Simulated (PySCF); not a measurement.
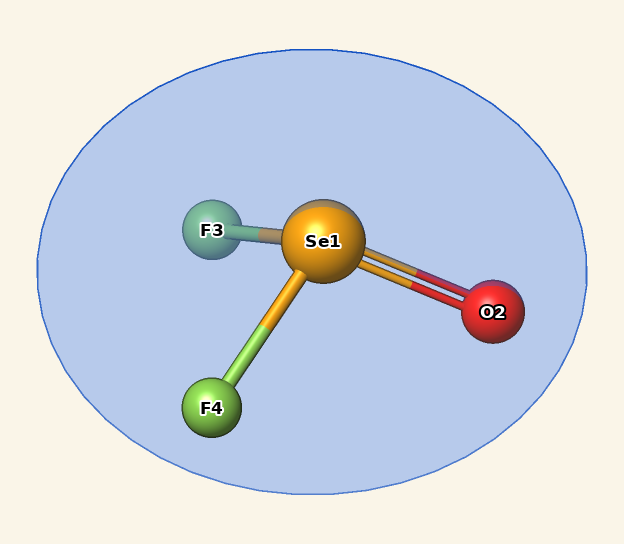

A disc through the centre of mass is drawn in. Atoms fade into the background with distance from the viewer. The geometry was computed by an optimisation with PBE0-D3(BJ)/def2-SVP. No frequency run is at hand to confirm it as a minimum.

Question: Is the plane of the disc a mirror plane of the structure?

Answer: Yes. The reflection leaves Se1, O2 in place and moves F3 ↔ F4. The point group is Cs.
